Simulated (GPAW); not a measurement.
# GaAs (F-43m): G0W0 with GPAW, start to end, part 2 of 2

How does a plane-wave GW calculation on GaAs (F-43m) run from the first input to the gap?

GPAW 26.7.0; PBE and many-body steps on it, plane waves. Known limits of the many-body steps: not at the basis limit; no spin-orbit coupling; coarse k mesh.

So far. Step 3 (Bands along the symmetry lines): The gap is 0.587 eV, as in the run before at this level. Step 4 (Empty states on the mesh, 4×4×4 mesh, 198 bands): On this mesh the gap is 0.587 eV.

### Step 5. Screening and self-energy, 4×4×4 mesh, 188 bands, screening to 150 eV

Now the one-shot GW correction: screening in the RPA, then the self-energy of the levels asked for.

This step: G0W0 on PBE, plane waves, PAW.

Contents of run.py:

```python
import json
import numpy as np
from gpaw.mpi import world
from gpaw.response.g0w0 import G0W0

gw = G0W0('full.gpw',
    filename='gw',
    kpts=[0],
    bands=(2, 6),
    ecut=150,
    nbands=188,
    integrate_gamma='WS',
    ppa=True)
gw.calculate()
res = {mode: {k: v for k, v in r.items() if k != 'sigma_eskwn'}
       for mode, r in gw.all_results.items()}

if world.rank == 0:
    with open('result.json', 'w') as f:
        json.dump(res, f, default=lambda x: x.tolist())
```

Command:

```
$ mpirun -n 8 gpaw python run.py
```

Numbers of over 12 decimals in the logs are rounded to 6 here.

The program printed:

```text
Using integrator: PointIntegrator
FrequencyGridDescriptor(from 0.000+0.000j to 0.000+27.211j eV, 2 points)
Nonperiodic BCs:  [False False False]
Using integrator: PointIntegrator
FrequencyGridDescriptor(from 0.000+0.000j to 0.000+27.211j eV, 2 points)
Nonperiodic BCs:  [False False False]
  ___  _ _ _
 |   || | | |
 | | || | | |
 |__ ||_____|
 |___|

BZ k-points: Symmetries present (total): 24

  [... matrices ...]
64 k-points: 4 x 4 x 4 Monkhorst-Pack grid + [1/8,1/8,1/8]
8 k-points in the irreducible part of the Brillouin zone
       k-points in crystal coordinates                weights
   0:     0.00000000    0.00000000    0.00000000          1/64
   1:     0.25000000    0.25000000    0.00000000          6/64
   2:     0.25000000    0.25000000    0.25000000          8/64
   3:     0.50000000    0.25000000   -0.25000000          6/64
   4:     0.50000000    0.25000000    0.25000000         12/64
   5:     0.50000000    0.50000000    0.00000000          3/64
   6:     0.50000000    0.50000000    0.25000000         24/64
   7:     0.50000000    0.50000000    0.50000000          4/64

Distributing spins, k-points and bands (1 x 1 x 4) over 8 processes
Number of blocks: 1

Quasi particle states:
k-points (IBZ indices): [0]
Band range: (2, 6)
  [... matrices ...]
Computational parameters:
Plane wave cut-off: 150 eV
Number of bands: 188
Coulomb cutoff: None
Broadening: 0.1 eV

fxc modes: GW
Kernel: RPA
Using Godby-Needs plasmon-pole approximation:
  Fitting energy: i*E0, E0 = 1.000 Hartree
Summing all q:

Calculating screened Coulomb potential
No Coulomb truncation
FrequencyGridDescriptor(from 0.000+0.000j to 0.000+27.211j eV, 2 points)
Removing empty qpoint cache files...

Calculating chi0 body with:
    Ground state adapter containing:
    Number of spins: 1
    Number of kpoints: 64
    Number of irreducible kpoints: 8
    Number of completely occupied states: 4
    Number of partially occupied states: 4
    Occupied states memory: 0.48828125 M / cpu

    Linear response parametrization:
    q_c: [0.0, 0.0, 0.0]
    Number of frequency points: 2
    Planewave cutoff: 150.0
    Number of bands: 188
    Number of planewaves: 169
    Broadening (eta): 1e-06
    comm.size: 8
    kncomm.size: 8
    blockcomm.size: 1

    Memory estimate of potentially large arrays:
        chi0_wGG: 0.871613 M / cpu
Integrating chi0 body.

Symmetries of q_c:
    Direct symmetries (Uq -> q): 24
    Indirect symmetries (TUq -> q): 24
In total 48 allowed symmetries.

  [... matrices ...]
8 groups of equivalent kpoints. 87.5% reduction.

Integral kind: response function
Integrating chi0 head and wings.

Symmetries of q_c:
    Direct symmetries (Uq -> q): 24
    Indirect symmetries (TUq -> q): 24
In total 48 allowed symmetries.

  [... matrices ...]
8 groups of equivalent kpoints. 87.5% reduction.

Integral kind: response function wings

Calculating chi0 body with:
    Ground state adapter containing:
    Number of spins: 1
    Number of kpoints: 64
    Number of irreducible kpoints: 8
    Number of completely occupied states: 4
    Number of partially occupied states: 4
    Occupied states memory: 0.48828125 M / cpu

    Linear response parametrization:
[... the further q-points ...]

Results:
f:      Occupation numbers
eps:     KS-eigenvalues [eV]
vxc:     KS vxc [eV]
exx:     Exact exchange [eV]
sigma:   Self-energies [eV]
dsigma:  Self-energy derivatives
Z:       Renormalization factors
qp:      QP-energies [eV]

k-point 0 (0): (0.000, 0.000, 0.000)                GW
band       f     eps     vxc     exx   sigma  dsigma       Z      qp
                                                                   GW
   2   1.000   4.921 -14.823 -16.496   1.020  -0.273   0.786   4.408
   3   1.000   4.921 -14.823 -16.496   1.020  -0.273   0.786   4.408
   4   0.000   5.508 -15.968 -11.695  -3.429  -0.260   0.794   6.178
   5   0.000   8.695 -12.103  -7.721  -4.122  -0.265   0.790   8.901
```

Run time: 21 s. Hardware: 8 MPI ranks of Arm Neoverse V1, shared host; peak memory 2 GiB; 2.7 min of CPU time.

Numbers from this step:

* G0W0 gap on the points computed: 1.770 eV
* least direct G0W0 gap on the computed points: 1.770 eV
* Z at the valence top: 0.7856
* Z at the conduction bottom: 0.7937
* starting gap on the mesh: 0.5868 eV
* k of the valence top: 0, 0, 0
* k of the conduction bottom: 0, 0, 0

The gap on the mesh goes from 0.59 eV to 1.77 eV, a correction of +1.18 eV.

Limits: finite bands, cutoff and mesh; no spin-orbit coupling; coarse k mesh. v1 is the top filled band, c1 the lowest empty one. Levels before and after the correction, in eV, zero at the valence-band top of each column:

```csv
,conduction bottom,valence top
Kohn-Sham,0.59,0.00
G0W0,1.77,0.00
```

```csv
,level,energy (eV)
Kohn-Sham,Γ v2-v1,0.000
Kohn-Sham,Γ c1,0.587
Kohn-Sham,Γ c2,3.774
G0W0,Γ v2-v1,0.000
G0W0,Γ c1,1.770
G0W0,Γ c2,4.493
```

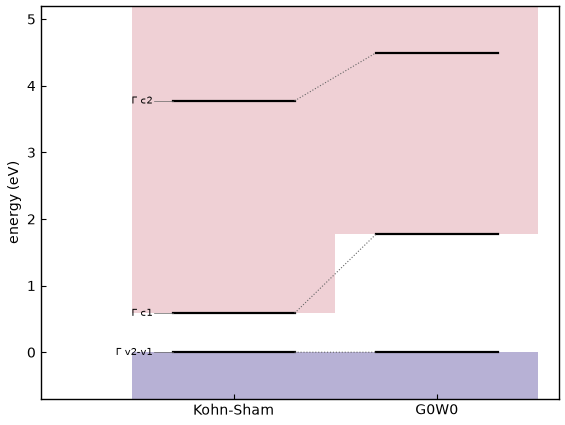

Levels before and after the correction. Shaded: valence and conduction bands.

### Step 6. Where the time went

Times are wall times on 8 MPI ranks of Arm Neoverse V1, shared host, good to a factor of about two.

```csv
step,time,share,memory (GiB)
ground state,3.7 s,12 %,0.92
bands along the symmetry lines,3.5 s,11 %,0.92
empty states on the mesh,3.9 s,12 %,0.93
screening and self-energy,21 s,65 %,2
```

### Step 7. Outcome

| Quantity | Value |
| --- | --- |
| PBE gap | 0.59 eV, direct |
| G0W0 gap on the mesh | 1.77 eV |
| GW settings | 4×4×4 mesh, 188 bands, screening to 150 eV, Godby-Needs plasmon pole |
| known limits | not at the basis limit; no spin-orbit coupling; coarse k mesh |

**Reading.** G0W0 moves the gap on the mesh from 0.59 eV to 1.77 eV (+1.18 eV), with Z of 0.79 and 0.79 at the edges. Only 1 of the mesh's irreducible points was corrected, so a valley elsewhere could overtake. The dearest step here is «screening and self-energy». Against experiment, by G0W0@PBE: the direct gap of 1.77 eV lies +0.26 eV from the measured 1.51 eV (exciton, 77 K, 2020); the direct gap of 1.77 eV lies +0.35 eV from the measured 1.418 ± 0.005 eV (direct, 300 K, 2008); the direct gap of 1.77 eV lies +0.35 eV from the measured 1.42 eV (exciton, 300 K, 2014); the direct gap of 1.77 eV lies +0.36 eV from the measured 1.412 ± 0.01 eV (direct, 300 K, 2008). An exciton line or allowed optical edge lies below the quasiparticle gap by the binding energy; a forbidden edge can push the onset above it. The calculation has static nuclei and no excitons; a measured gap holds zero-point and thermal motion, which mostly lowers it. Bands and cutoff are finite, so the gap is not at the basis limit. The miss can reach some tenths of an eV and take either sign; the mesh is an error of its own. These stock PAW sets were not made for GW; the filled d or f shell of As and Ga lies in the frozen core, which bears on start and correction. In the G0W0 run levels were corrected at 1 k point alone, so a gap called «on the mesh» is the least over those, and an edge elsewhere would be missed. The 4×4×4 mesh is coarse for this cell, which bears on the long-range parts of exchange and screening. The many-body steps are scalar-relativistic: spin-orbit coupling is not in them.

[Paths, hosts, dates, memory and timing lines, banners, echoed tables and standing remarks are left out of the program output.]

[Logs are printed without paths, hosts, clocks, repeated set-up lines and the standing remarks that a program may print on its own settings, such as how far it seeks lower states.]

[Runs of the session that timed out or met a known fault of the program may be left out.]

[Hosts, paths, dates, database ids (printed as entryN), source tags and the programs' standing remarks are cut or masked in the printed files.]
